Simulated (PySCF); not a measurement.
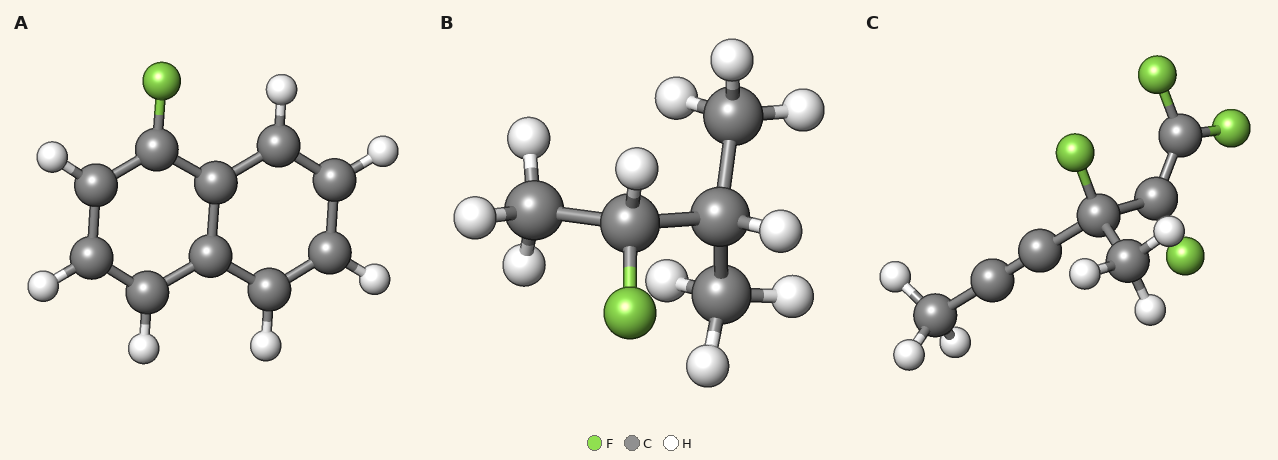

Source: calculation with PySCF.

### Which panel belongs to which SMILES?
(1) CC#C[C@](C)(F)C(F)=C(F)F
(2) CC(C)[C@@H](C)F
(3) Fc1cccc2ccccc12

A is (3), B is (2), C is (1).
